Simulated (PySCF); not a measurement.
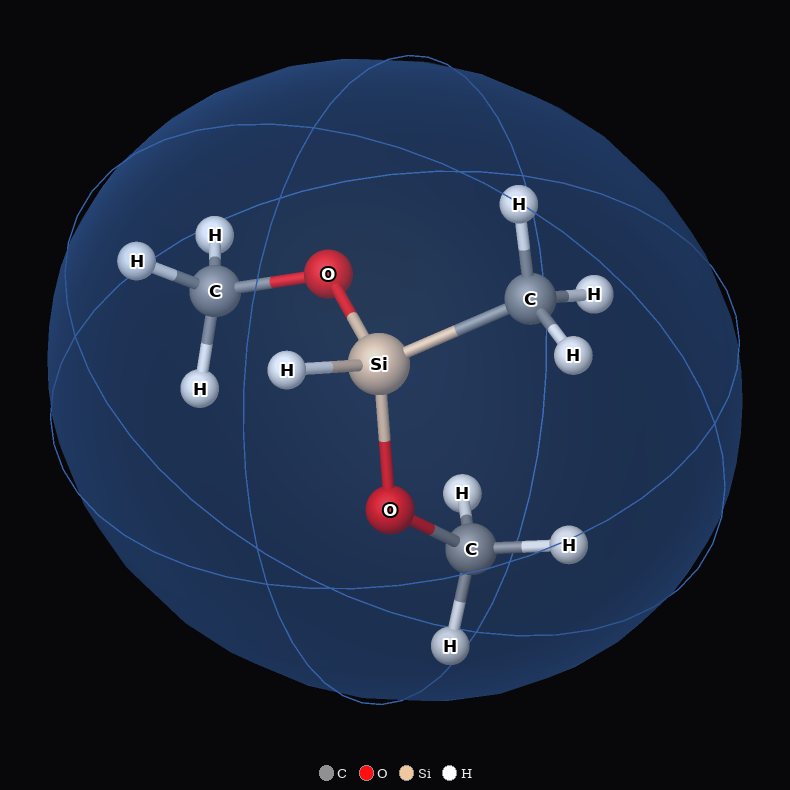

The ellipsoid shows the static dipole polarisability: its half-axes are proportional to the principal values. The geometry was computed by an optimisation with PBE0-D3(BJ)/def2-SVP. No frequency run is at hand to confirm it as a minimum. Computed with PBE0/6-31+G* (PySCF 2.14.0).

Question. Give the principal values, the mean and the anisotropy.

Answer. Principal values 58.8, 66.0, 70.1 bohr³; mean 65.0 bohr³ (9.63 Å³); anisotropy 9.9 bohr³, so the longest axis is 1.19 times the shortest.
